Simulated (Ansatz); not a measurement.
## Electronic structure of C₂H₂FIn (SMILES F/C=[CH]\[In]) in real space

```xyz
6

C    -2.4022   -1.2822    2.6128
C    -1.5348   -1.9983    3.3361
F    -2.1519    0.0556    2.3334
In    0.3254   -0.8093    4.0263
H    -3.3654   -1.5688    2.1515
H    -1.8180   -3.0521    3.5069
```

Geometry: BLYP-D3(BJ)/def2-SVP; core potentials replace the inner electrons of In.

The calculation used isolated molecule in a Gaussian basis; Kohn-Sham density functional theory, functional PBE0 (Ansatz 0.2.0).

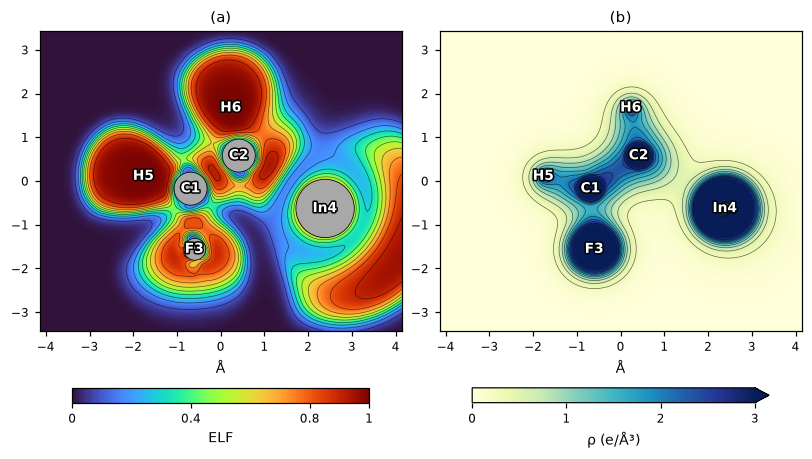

Figure 1. (a) ELF; (b) electron density on the molecular plane. Grey discs cover the atomic cores in the ELF map.

What do the fields say about this system?

The plane passes through C, F, In and H nuclei. C–C (1.34 Å): ρ at the midpoint is about 2.4 e/Å³; the ELF peaks at about 0.90 between the atoms (a multiple bond). C–F (1.39 Å): the density is about 2 e/Å³ at the midpoint, with its minimum of 1.6 e/Å³ about 0.5 Å from C; the ELF peaks at about 0.80 between the atoms, as expected for a shared but strongly polarised pair. C–In (2.31 Å): ρ is about 0.5 e/Å³ halfway; the ELF peaks at about 0.95 in the valence shell of C, 0.7 Å from its nucleus, and drops to about 0.15 between the two atoms. C–H (1.10 Å): ρ is about 1.9 e/Å³ halfway; the ELF climbs to about 1 towards the hydrogen, as it does in any bond to H: an ordinary covalent bond to hydrogen. The ELF also peaks beside F3, away from the bonds: lone-pair regions.

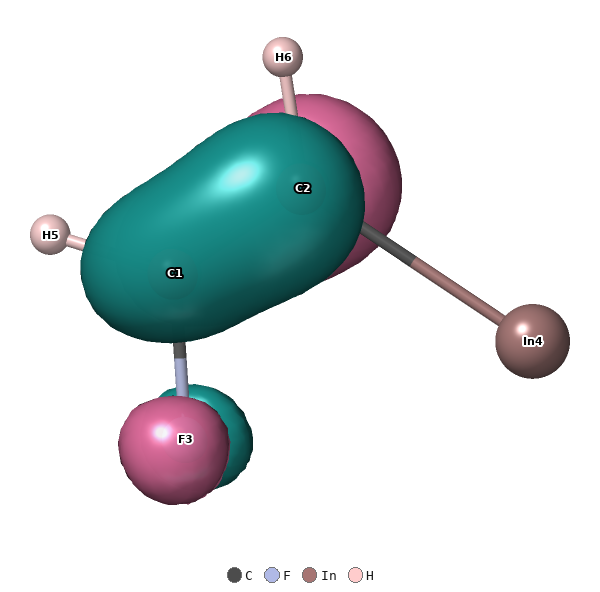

Figure 2. The HOMO−1 at ±0.2 Å⁻³ᐟ² (teal and pink are the two phases), seen at a tilt.

What is the character of this orbital?

By Hirshfeld shares it lies mainly on C2 (about 40 %), C1 (about 35 %) and F3 (about 15 %); it changes sign across the molecular plane (π type); π-bonding across C1–C2; π-antibonding (a node) across C1–F3. Its energy is −7.22 eV.
